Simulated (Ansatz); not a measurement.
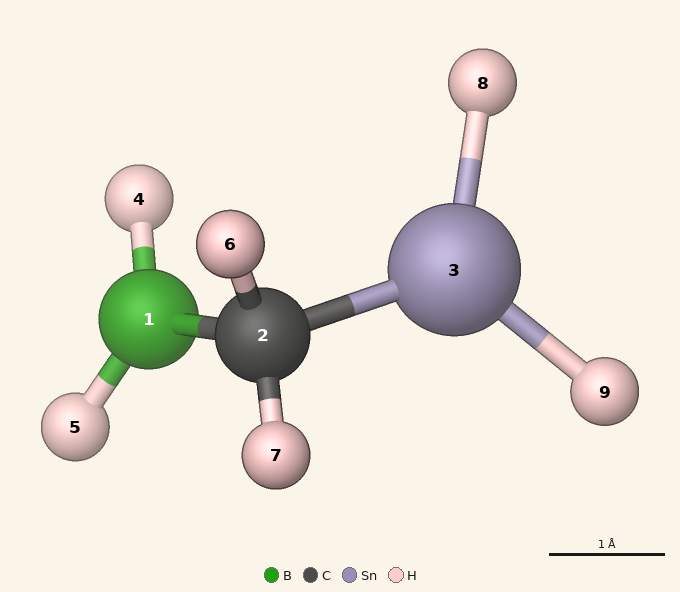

Source: calculation with Ansatz.

Orthographic view. Distant atoms are faded towards the background colour. The species has charge +1 and is a spin singlet. Geometry: moved along internal coordinates away from the minimum.

Give the geometry as a Z-matrix, atoms in numerical order, with these reference atoms: 2 to 1; 3 to 2, 1; 4 to 1, 2, 3; 5 to 1, 4, 2; 6 to 2, 1, 5; 7 to 2, 6, 1; 8 to 3, 2, 7; 9 to 3, 8, 2.

```
B  
C    1   1.570
Sn   2   1.841   1   109.2
H    1   1.195   2   119.2   3   -52.4
H    1   1.189   4   121.1   2  -179.0
H    2   1.104   1   105.8   5  -125.6
H    2   1.088   6   123.3   1  -128.8
H    3   1.692   2   119.7   7  -174.8
H    3   1.693   8   118.1   2   178.3
```
